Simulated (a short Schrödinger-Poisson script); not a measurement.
Structure: MOS inversion layer, Si3N4 on p-type Si(100), at 400 K.

| layer | material | thickness (nm) | Na (cm⁻³) |
|---|---|---|---|
| 1 | Si3N4 | 3.2 | - |
| 2 | Si | 410 | 1.1e18 |

The device is made up for the run: typed textbook-type constants, with dimensions and the other settings drawn at random. Si3N4: permittivity 7.5, conduction-band edge (eV) 1.95, gap (eV) 5.1, electron mass (mₑ) 0.5. Si: permittivity 11.7, conduction-band edge (eV) 0, gap (eV) 1.124, Nv at 300 K (cm⁻³) 3.1e19.

Channel valleys (confinement mass, in-plane density-of-states mass, number): Δ2 0.916, 0.19, 2; Δ4 0.19, 0.417, 4. At the gate the conduction-band edge of layer 1 lies 2.06 eV − eVg above the Fermi level of the channel; the field vanishes at the back. Gaps are held at their typed values at every temperature. Mesh 0.03 nm at interfaces.

From a short Schrödinger-Poisson script (our own, NumPy): 1D Poisson equation in equilibrium, electrons quantum, Hartree (BenDaniel-Duke, 12 states a valley, the channel's in-plane mass for all, wave functions free to enter the dielectric), parabolic valleys, classical holes, full ionisation, no traps, pinning or gate leakage.

Only gate voltages with over 1e8 electrons/cm² are shown.

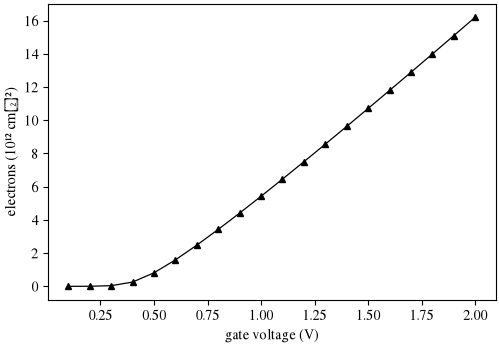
Fig. 1. Sheet density against gate voltage

```
Vg (V)  electrons (cm⁻²)  C (μF/cm²)  Δ2 E0 (meV)  Δ2 E1 (meV)  Δ4 E0 (meV)  Δ4 E1 (meV)
------  ----------------  ----------  -----------  -----------  -----------  -----------
0.1               3.81e8       0.308        355.6        432.1        408.4        533.6
0.3              3.84e10       0.391        194.4        277.4        251.0        387.5
0.5              8.13e11        1.19         86.1        176.3        146.8        292.2
0.7              2.48e12        1.50         43.5        141.7        108.9        261.0
0.9              4.41e12        1.61         19.1        125.3         89.0        246.9
1.1              6.46e12        1.67          1.6        115.2         75.5        238.7
1.3              8.56e12        1.71        -12.7        108.3         65.1        233.3
1.5              1.07e13        1.74        -24.9        103.1         56.4        229.4
1.7              1.29e13        1.76        -35.7         99.1         48.9        226.6
1.9              1.51e13        1.78        -45.5         96.0         42.2            -
```

Subbands count from the Fermi level; a dash marks a level above the dielectric's band edge.
